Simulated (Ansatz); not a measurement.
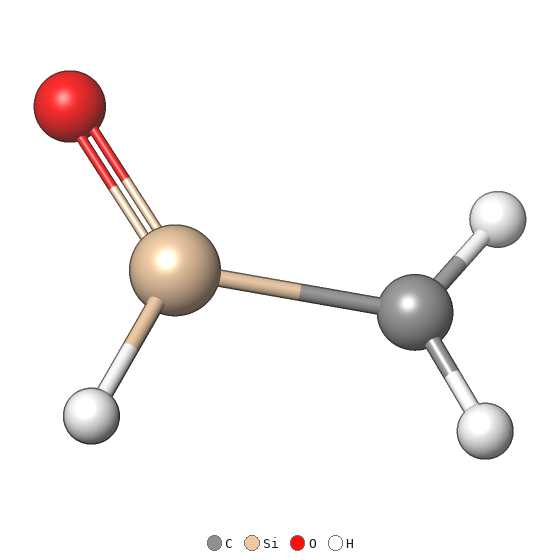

The species is neutral and a spin doublet. The geometry was computed by an optimisation with PBE0-D4/def2-TZVP. No frequency run is at hand to confirm it as a minimum.

Draw it as a skeletal formula.

SMILES: [CH2][SiH]=O

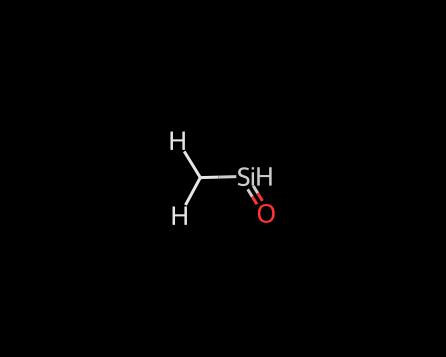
